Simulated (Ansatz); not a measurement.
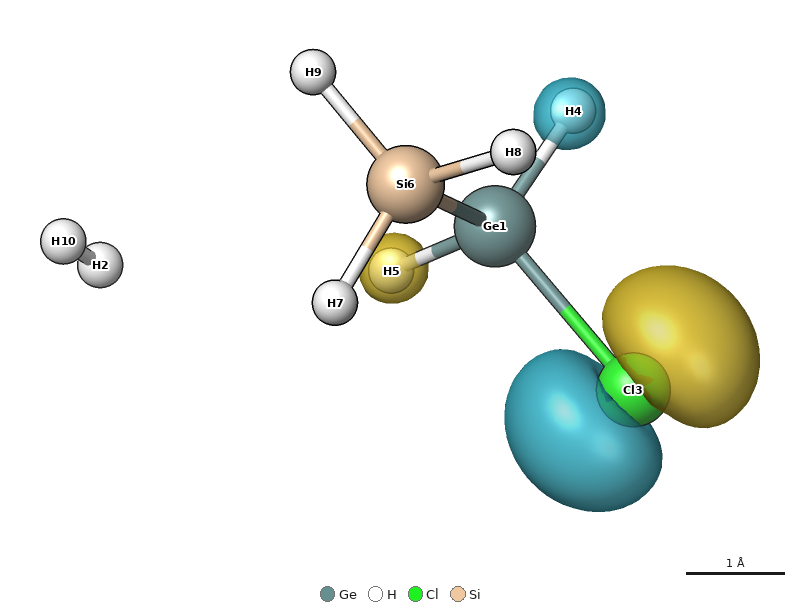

ClGeH5Si···H2. The HOMO−1 at ±0.2 Å⁻³ᐟ² (yellow and cyan are the two phases), seen from one side.

Method: Ansatz 0.2.0, RKS BLYP/def2-SVP.

```yaml
atoms:
  - { symbol: Ge, position_ang: [0.3638, 0.5117, -0.7451] }
  - { symbol: H, position_ang: [-0.2329, -0.3571, 3.2073] }
  - { symbol: Cl, position_ang: [1.9454, -0.3917, -2.0102] }
  - { symbol: H, position_ang: [-0.7175, 1.0696, -1.7158] }
  - { symbol: H, position_ang: [-0.2541, -0.6516, 0.0864] }
  - { symbol: Si, position_ang: [1.4242, 2.2012, 0.6192] }
  - { symbol: H, position_ang: [2.4568, 1.5529, 1.4903] }
  - { symbol: H, position_ang: [2.0743, 3.2225, -0.2643] }
  - { symbol: H, position_ang: [0.3902, 2.8702, 1.4789] }
  - { symbol: H, position_ang: [-0.0386, 0.1940, 3.7034] }
```

Q: Describe this orbital and give its energy.

A: By Hirshfeld shares it lies mainly on Cl3 (about 80 %) and Ge1 (about 10 %); largely a lone pair of Cl3. Its energy is −6.82 eV.
